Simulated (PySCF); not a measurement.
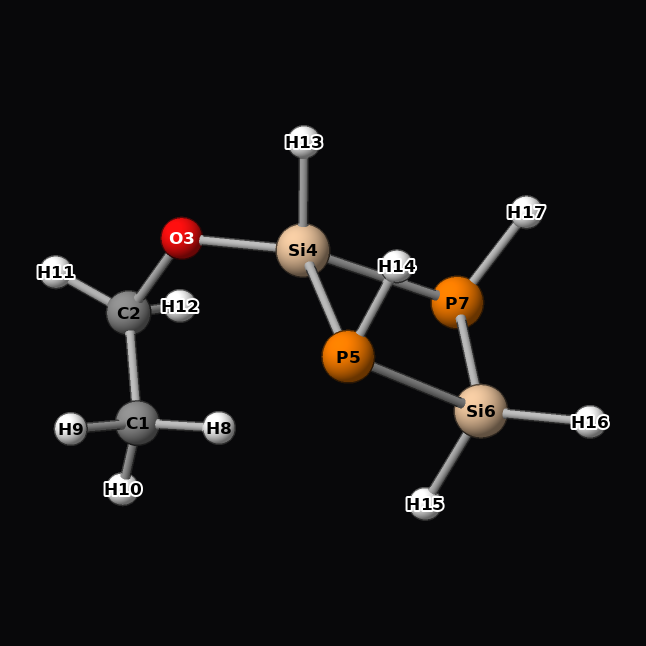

The questions are on isotropic NMR shieldings of the Si atoms. Geometry: a frame of a GFN2-xTB molecular-dynamics simulation, not a minimum. Properties computed with GIAO PBE0/pcSseg-1 NMR shielding, non-relativistic, gas phase (PySCF 2.14.0).

Give the isotropic NMR shieldings of the Si atoms atom by atom.

```csv
atom,σ (ppm)
Si4,360.1
Si6,421.5
```
